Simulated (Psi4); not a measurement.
**Single-point calculation of P2H4**

The run: single-point calculation of P2H4, SMILES PP. Method and program: wB97M-V/aug-cc-pVDZ, RKS (Psi4 1.11).

The geometry comes from this level: PBE0-D4/def2-TZVP.

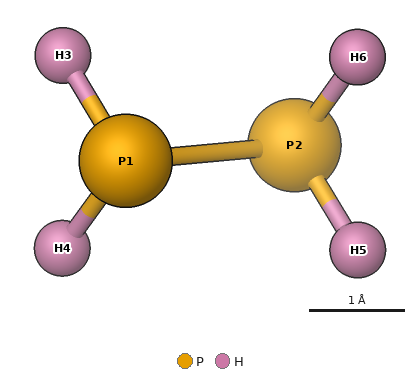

Fig. 1: The structure as given in the input (ball-and-stick view, seen at a tilt; atoms are numbered from 1 in the order of the input). Bond lengths as drawn: H–P 1.42 Å and P–P 2.23 Å.

The input (calc.dat):
```
memory 1600 MB

molecule system {
  0 1
  P      0.68993901    -1.98194476    -0.15552446
  P     -0.69012798     1.98251168     0.14758761
  H     -0.93919388    -2.87540727     1.78579119
  H     -1.08111232    -2.63219952    -2.06906113
  H      0.95015430     2.88107645    -1.78182276
  H      1.07034088     2.62596342     2.07302956
  units bohr
  symmetry c1
}

set {
  basis aug-cc-pVDZ
  reference rks
  puream true
  e_convergence 1e-09
  d_convergence 1e-08
  scf_type pk
  dft_radial_points 99
  dft_spherical_points 590
}

e, wfn = energy('wb97m-v', return_wfn=True)
```

Command:
```bash
psi4 -n 1 calc.dat calc.out
```

What the program printed:
```
Psi4 1.11 release

   => Loading Basis Set <=

    Name: AUG-CC-PVDZ
    Role: ORBITAL
    Keyword: BASIS

         ---------------------------------------------------------
                                   SCF
                              RKS Reference
                        1 Threads,   1525 MiB Core
         ---------------------------------------------------------

  ==> Geometry <==

    Molecular point group: c1
    Full point group: C1

    Geometry (in Bohr), charge = 0, multiplicity = 1:

       Center              X                  Y                   Z               Mass
    ------------   -----------------  -----------------  -----------------  -----------------
         P            0.690024835310    -1.982202240930    -0.151919740760    30.973761998420
         P           -0.690042154690     1.982254199070     0.151192329240    30.973761998420
         H           -0.939108054690    -2.875664750930     1.789395909240     1.007825032230
         H           -1.081026494690    -2.632457000930    -2.065456410760     1.007825032230
         H            0.950240125310     2.880818969070    -1.778218040760     1.007825032230
         H            1.070426705310     2.625705939070     2.076634279240     1.007825032230

  Running in c1 symmetry.

  Rotational constants: A =      2.15258  B =      0.19476  C =      0.19342 [cm^-1]
  Rotational constants: A =  64532.86852  B =   5838.88252  C =   5798.62069 [MHz]
  Nuclear repulsion =   88.619053925091251

  Charge       = 0
  Multiplicity = 1
  Electrons    = 34
  Nalpha       = 17
  Nbeta        = 17

  ==> Algorithm <==

  SCF Algorithm Type is PK.
  DIIS enabled.
  MOM disabled.
  Fractional occupation disabled.
  Guess Type is SAD.
  Energy threshold   = 1.00e-09
  Density threshold  = 1.00e-08
  Integral threshold = 1.00e-12

  ==> Primary Basis <==

  Basis Set: AUG-CC-PVDZ
    Blend: AUG-CC-PVDZ
    Number of shells: 42
    Number of basis functions: 90
    Number of Cartesian functions: 94
    Spherical Harmonics?: true
    Max angular momentum: 2

  ==> DFT Potential <==

   => LibXC <=

    Version 7.1.2

   => Composite Functional: WB97M-V <=

    wB97M-V Hyb-GGA Exchange-Correlation Functional

    Deriv               =              1
    GGA                 =           TRUE
    Meta                =           TRUE

    Exchange Hybrid     =           TRUE
    MP2 Hybrid          =          FALSE

   => Exchange-Correlation Functionals <=

    1.0000   wB97M-V exchange-correlation functional

   => Exact (HF) Exchange <=

    0.8500            HF,LR [omega = 0.3000]
    0.1500               HF

   => LibXC Density Thresholds  <==

    XC_HYB_MGGA_XC_WB97M_V:  1.00E-13

   => VV10 Non-Local Parameters <=

    VV10 B              =     6.0000E+00
    VV10 C              =     1.0000E-02

   => Molecular Quadrature <=

    Radial Scheme          =       TREUTLER
    Pruning Scheme         =           NONE
    Nuclear Scheme         =       TREUTLER

    Blocking Scheme        =         OCTREE
    BS radius alpha        =              1
    Pruning alpha          =              1
    Radial Points          =             99
    Spherical Points       =            590
    Total Points           =         338687
    Total Blocks           =           2450
    Max Points             =            256
    Max Functions          =             90
    Weights Tolerance      =       1.00E-15

  ==> Integral Setup <==

  Using in-core PK algorithm.
   Calculation information:
      Number of atoms:                   6
      Number of AO shells:              42
      Number of primitives:            134
      Number of atomic orbitals:        94
      Number of basis functions:        90

      Integral cutoff                 1.00e-12
      Number of threads:                 1

  Performing in-core PK
  Using 25159680 doubles for integral storage.
  We computed 408113 shell quartets total.
  Whereas there are 408156 unique shell quartets.

  Computing range-separated integrals for PK
  We computed 408113 wK shell quartets total.
  Whereas there are 408156 wK unique shell quartets.

  ==> DiskJK: Disk-Based J/K Matrices <==

    J tasked:                  Yes
    K tasked:                  Yes
    wK tasked:                 Yes
    Omega:               3.000E-01
    Memory [MiB]:              500
    Schwarz Cutoff:          1E-12

  Cached 25.0% of DFT collocation blocks in 0.537 [GiB].

  Minimum eigenvalue in the overlap matrix is 3.4662725328E-04.
  Reciprocal condition number of the overlap matrix is 4.1681088590E-05.
    Using symmetric orthogonalization.

  ==> Pre-Iterations <==

  SCF Guess: Superposition of Atomic Densities via on-the-fly atomic UHF (no occupation information).

   -------------------------
    Irrep   Nso     Nmo
   -------------------------
     A         90      90
   -------------------------
    Total      90      90
   -------------------------

  ==> Iterations <==

                        Total Energy        Delta E     RMS |[F,P]|

   @RKS iter SAD:  -684.66486503442650   -6.84665e+02   0.00000e+00
   @RKS iter   1:  -685.00158947086038   -3.36724e-01   2.40339e-03 ADIIS/DIIS
   @RKS iter   2:  -685.03329022769015   -3.17008e-02   1.05487e-03 ADIIS/DIIS
   @RKS iter   3:  -685.03883142092866   -5.54119e-03   1.60968e-04 ADIIS/DIIS
   @RKS iter   4:  -685.03913301450018   -3.01594e-04   5.54731e-05 DIIS
   @RKS iter   5:  -685.03916586903870   -3.28545e-05   7.78768e-06 DIIS
   @RKS iter   6:  -685.03916712720957   -1.25817e-06   1.27979e-06 DIIS
   @RKS iter   7:  -685.03916716696392   -3.97544e-08   2.99188e-07 DIIS
   @RKS iter   8:  -685.03916716893900   -1.97508e-09   7.79148e-08 DIIS
   @RKS iter   9:  -685.03916716909907   -1.60071e-10   1.71136e-08 DIIS
   @RKS iter  10:  -685.03916716910658   -7.50333e-12   6.01647e-09 DIIS
  Energy and wave function converged.

  ==> Post-Iterations <==

   Electrons on quadrature grid:
      Ntotal   =   34.0000000331 ; deviation = 3.307e-08

    Orbital Energies [Eh]
    ---------------------

    Doubly Occupied:

       1A    -77.400015     2A    -77.400009     3A     -6.738121
       4A     -6.738071     5A     -4.850552     6A     -4.850367
       7A     -4.850288     8A     -4.850273     9A     -4.846794
      10A     -4.846745    11A     -0.807051    12A     -0.700774
      13A     -0.509664    14A     -0.455526    15A     -0.430633
      16A     -0.425329    17A     -0.328675

    Virtual:

      18A      0.011968    19A      0.021841    20A      0.039750
      21A      0.050444    22A      0.051929    23A      0.070378
      24A      0.076898    25A      0.083591    26A      0.093082
      27A      0.095477    28A      0.129343    29A      0.139702
      30A      0.146365    31A      0.147131    32A      0.160770
      33A      0.174475    34A      0.222000    35A      0.227458
      36A      0.258330    37A      0.264306    38A      0.288793
      39A      0.347056    40A      0.350446    41A      0.354850
      42A      0.397107    43A      0.397931    44A      0.402188
      45A      0.408539    46A      0.416855    47A      0.418189
      48A      0.436624    49A      0.466369    50A      0.474901
      51A      0.485654    52A      0.487258    53A      0.514897
      54A      0.520737    55A      0.564770    56A      0.595921
      57A      0.691586    58A      0.700243    59A      0.704027
      60A      0.747477    61A      0.770559    62A      0.794342
      63A      0.836768    64A      0.837708    65A      0.845381
      66A      0.847854    67A      0.872329    68A      0.895219
      69A      0.898208    70A      0.961054    71A      1.000465
      72A      1.054302    73A      1.108542    74A      1.117055
      75A      1.121813    76A      1.150113    77A      1.380980
      78A      1.445198    79A      1.618033    80A      1.658705
      81A      1.686683    82A      1.780835    83A      1.797976
      84A      1.834648    85A      1.843477    86A      1.875510
      87A      2.107366    88A      2.111827    89A      2.128596
      90A      2.137168

    Final Occupation by Irrep:
              A
    DOCC [    17 ]
    NA   [    17 ]
    NB   [    17 ]

  @RKS Final Energy:  -685.03916716910658

   => Energetics <=

    Nuclear Repulsion Energy =             88.6190539250912508
    One-Electron Energy =               -1122.4913208158163798
    Two-Electron Energy =                 385.1449996708582262
    DFT Exchange-Correlation Energy =     -36.4517752668108130
    Empirical Dispersion Energy =           0.0000000000000000
    VV10 Nonlocal Energy =                  0.1398753175710130
    Total Energy =                       -685.0391671691066904

Computation Completed

Properties will be evaluated at   0.000000,   0.000000,   0.000000 [a0]

Properties computed using the SCF density matrix

 Multipole Moments:

 ------------------------------------------------------------------------------------
     Multipole            Electronic (a.u.)      Nuclear  (a.u.)        Total (a.u.)
 ------------------------------------------------------------------------------------

 L = 1.  Multiply by 2.5417464519 to convert [e a0] to [Debye]
 Dipole X            :         -0.0002010            0.0002725            0.0000715
 Dipole Y            :          0.0007658           -0.0008175           -0.0000517
 Dipole Z            :         -0.0102276            0.0114446            0.0012170
 Magnitude           :                                                    0.0012202

 ------------------------------------------------------------------------------------

	total time  =        143 seconds =       2.38 minutes

    Psi4 run time: 0:02:22.79
```

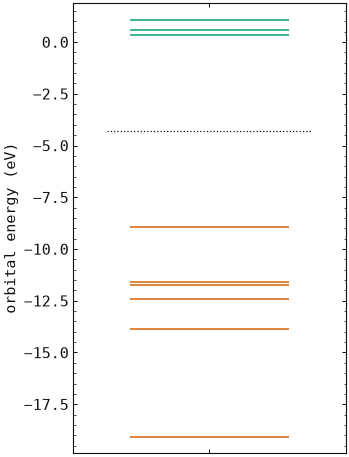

Fig. 2: Orbital energies near the frontier; the dotted line parts filled from empty levels, and levels within 0.02 eV of each other stand side by side. Highest filled −8.94 eV, lowest empty 0.33 eV, 9.27 eV apart.

Key numbers:

```csv
quantity,value
outcome,converged
total energy,−685.039167 hartree
basis functions,90
HOMO,−8.94 eV
LUMO,0.33 eV
dipole moment,0.00 D
hardware,"1 thread of Intel Xeon (Sapphire Rapids), 192 GiB of memory available, shared host"
wall time,2.4 min
peak memory,1 GiB
```
